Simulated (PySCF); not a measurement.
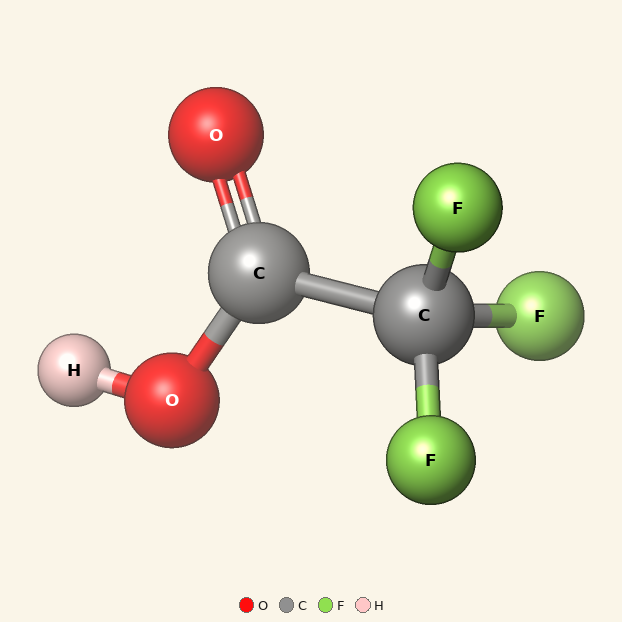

Orthographic view. Atoms fade into the background with distance from the viewer. Geometry: a frame of a GFN2-xTB molecular-dynamics simulation, not a minimum.

**Write the InChI string.**

InChI=1S/C2HF3O2/c3-2(4,5)1(6)7/h(H,6,7)
